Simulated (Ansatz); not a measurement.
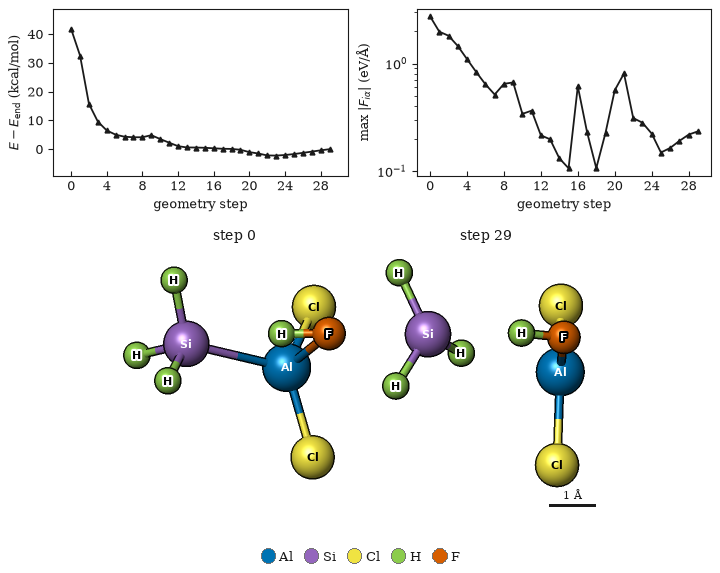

First and last geometry of a saddle-point search of AlSiH$_{4}$Cl$_{2}$F (charge +1), with the history of the run. Style: ball-and-stick. Shown from a free direction.

These are results of Ansatz 0.2.0, RKS PBE0-D4/def2-SVP, not measurements.

The input:
```yaml
crystal:
  periodic: [false, false, false]
  atoms:
    - {symbol: Al, position_ang: [-0.254800, -1.240700, 0.104100]}
    - {symbol: Si, position_ang: [0.680600, 1.012600, -0.415600]}
    - {symbol: Cl, position_ang: [-1.302200, -2.137500, -1.393900]}
    - {symbol: Cl, position_ang: [0.727200, -2.281400, 1.553000]}
    - {symbol: H, position_ang: [-1.015400, 0.284600, 0.710100]}
    - {symbol: F, position_ang: [-1.740500, -0.286400, 1.172800]}
    - {symbol: H, position_ang: [-0.087300, 1.895800, -1.317200]}
    - {symbol: H, position_ang: [1.961400, 0.838200, -1.117800]}
    - {symbol: H, position_ang: [1.031100, 1.914700, 0.704500]}
basis:
  gaussian: {orbitals: def2-SVP}
total_charge: 1
hamiltonian: {xc: pbe0, dispersion: d4}
saddle:
  max_steps: 30
  mode_guess:
    - [-0.2848, -0.1039, 0.1626]
    - [-0.1879, 0.1437, 0.1136]
    - [0.0070, 0.0316, 0.0060]
    - [0.0374, 0.0945, -0.0377]
    - [0.6437, -0.0623, -0.4078]
    - [0.0467, -0.1409, -0.0212]
    - [0.0480, 0.1331, -0.0518]
    - [-0.3091, -0.1627, 0.2071]
    - [-0.0009, 0.0668, 0.0292]
```

Launched with:
```bash
ansatz run in.yaml --threads 8 --pin off --events-out ev --progress --plain --max-ram 19148MiB
```

Read the history and describe the run.

The relaxation stopped without meeting its thresholds, so the last structure isn't shown to be converged. The input was poor on purpose: wrong charge. The atom that moves furthest after the best rigid fit is H8 (1.62 Å). Largest moves by element: H 1.62 Å, Si 0.64 Å, Al 0.59 Å, F 0.49 Å, Cl 0.34 Å. Among the contacts that change: Al1–Si2 2.494 → 3.590 Å, Al1–H8 3.275 → 2.304 Å, Al1–F6 2.064 → 1.847 Å, Si2–H5 2.162 → 2.043 Å. Bonds break, among them: Al1–Si2 (2.49 → 3.59 Å). Among the angles between lasting bonds that change: Al1–F6–H5 61.2° → 113.5°, H7–Si2–H9 102.7° → 121.3°, Cl3–Al1–Cl4 123.1° → 141.2°. The energy falls by 41.8 kcal/mol in 29 geometry steps. The largest force component goes from 2.7 to 0.23 eV/Å.

```csv
step,"E − E(0), kcal/mol","largest force component, eV/Å"
0,0.00,2.7443
1,-9.22,1.9787
2,-26.04,1.8127
3,-32.21,1.4566
4,-35.28,1.1004
5,-36.75,0.8337
6,-37.46,0.6406
7,-37.64,0.5151
8,-37.64,0.6473
9,-36.93,0.6673
10,-38.27,0.3407
11,-39.53,0.3647
12,-40.74,0.2154
13,-41.19,0.1977
14,-41.22,0.1316
15,-41.30,0.1064
16,-41.48,0.6141
17,-41.65,0.2308
18,-41.70,0.1067
19,-41.99,0.2269
20,-42.82,0.5642
21,-43.28,0.8079
22,-43.96,0.3115
23,-44.02,0.2819
24,-43.82,0.2234
25,-43.49,0.1490
26,-43.08,0.1643
27,-42.64,0.1910
28,-42.19,0.2185
29,-41.80,0.2343
```
